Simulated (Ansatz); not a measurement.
# Response to strain in MoSi2

Base system: MoSi2 (space group I4/mmm, No. 139; a = 3.190 Å, c = 7.822 Å; relaxed with 0.1 eV smearing). Axes: x, y, z lie along a, b, c of the conventional cell.

Strains are applied to the cell and any free atomic positions relax; under biaxial strain the out-of-plane vector relaxes too.

Method: Ansatz (a quantum-chemistry and plane-wave program), PBEsol, PAW, cutoff 420 eV, no spin-orbit coupling.

Notes on the quantities. energy relative to the base: free energy F.

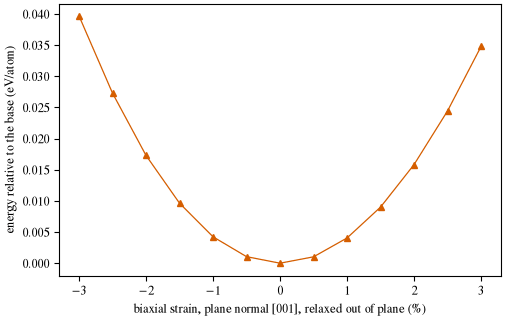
Fig. 1. Energy relative to the base against biaxial strain, plane normal [001], relaxed out of plane

| biaxial strain, plane normal [001], relaxed out of plane (%) | energy relative to the base |
|---|---|
| -3 | +40 meV/atom |
| -2.5 | +27 meV/atom |
| -2 | +17 meV/atom |
| -1.5 | +9.6 meV/atom |
| -1 | +4.2 meV/atom |
| -0.5 | +1.0 meV/atom |
| 0.5 | +1.0 meV/atom |
| 1 | +4.0 meV/atom |
| 1.5 | +9.0 meV/atom |
| 2 | +16 meV/atom |
| 2.5 | +24 meV/atom |
| 3 | +35 meV/atom |

Stability against distortions was not tested. The final runs are not spin-polarised.
